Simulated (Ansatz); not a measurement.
Consider BrGaH4Se.

```xyz
7

Ga   -0.9128   -0.6528   -0.3274
Br    0.9155   -2.1176   -0.3268
H    -1.3183   -0.1443   -1.7482
H    -1.8289   -0.7807    0.9320
H     1.1600    0.8252    1.5109
Se    0.4489    1.5608    0.4573
H     1.5357    1.3094   -0.4979
```

The reactant side of a reaction path; geometry: PBE0-D4/def2-TZVP; a saddle point, not a minimum.

Computed with RKS PBE0-D4/def2-TZVPP in Ansatz.

What can the converged electron density and electron localisation function tell about the bonding?

Answer. Ga–Br (2.34 Å): the density is about 0.59 e/Å³ at the midpoint; the ELF peaks at about 0.80 in the valence shell of Br, 1.0 Å from its nucleus, and is about 0.65 at the midpoint.
Ga–Se (2.71 Å): ρ at the midpoint is about 0.32 e/Å³, with its minimum of 0.27 e/Å³ about 1.2 Å from Ga; the ELF peaks at about 0.90 between the atoms: a shared electron pair.

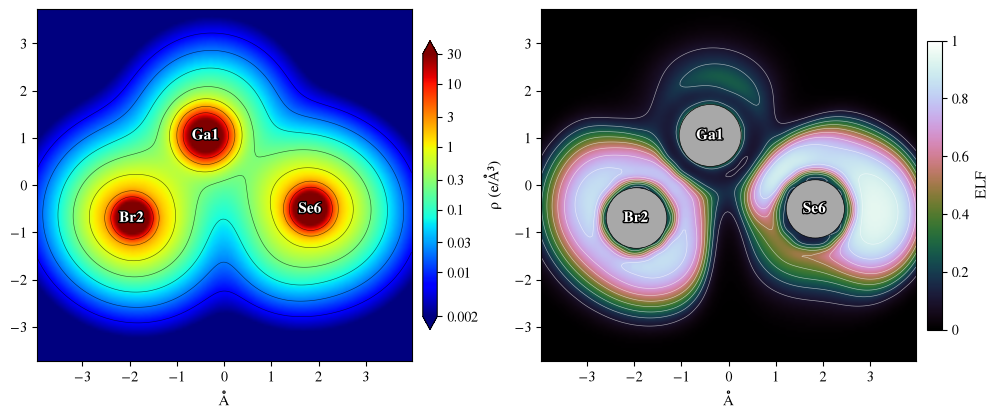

Computed electron density and electron localisation function on the plane of atoms Br2, Ga1 and Se6, in this order. Grey discs cover the atomic cores in the ELF map. 
